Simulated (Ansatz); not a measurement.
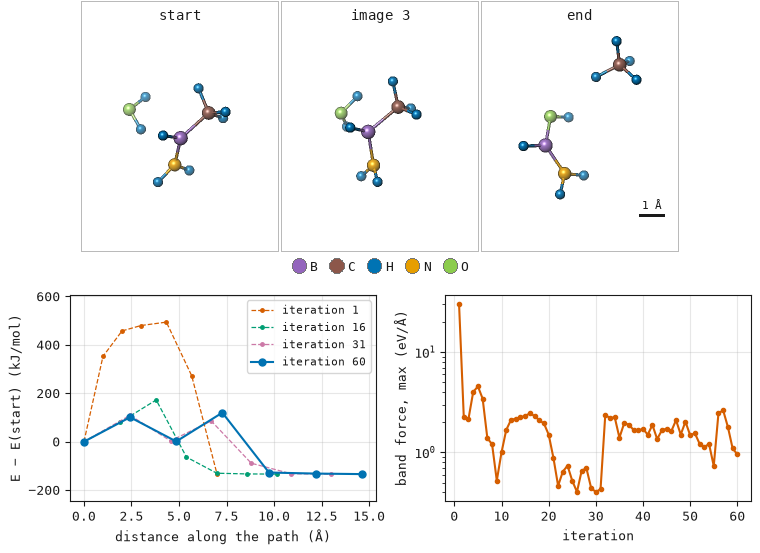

NEB run on CH₈BNO, made up at the start of CH6BN and H2O. Images are numbered from 0 (start) to 6 (end). The plot follows the band through its iterations. Style: ball-and-stick. Shown at a tilt.

Theory: RKS B3LYP/6-31G* (Ansatz 0.2.0). Set-up: 5 movable images; climbing image; force threshold 0.03 eV/Å; iteration limit 60; starting path through a guess of the saddle point.

Q: How did the profile develop, and is the result final?

A: The result isn't final. The band hadn't converged when the run stopped after 60 iterations. The largest component of the band force went from 30 to 0.95 eV/Å. The barrier read from it is provisional: over the last two iterations the highest image moved from 116.0 kJ/mol to 120.0 kJ/mol. The first iteration put the highest image at 494.0 kJ/mol. Forward barrier 120.0 kJ/mol, backward barrier 253.9 kJ/mol, with image 3 at the top; the reaction energy is −133.9 kJ/mol. The profile has 2 maxima (images 1, 3) with a dip at image 2 (+1.0 kJ/mol), which on an unconverged band is provisional.

Limits of the set-up: the start holds two separate molecules, 2.3 Å apart at their closest, whose relative position is a soft coordinate and is computed without a dispersion correction.

Cost: 12 min on 1 thread of Arm Neoverse V2, on a shared host, peak memory 0.17 GiB.
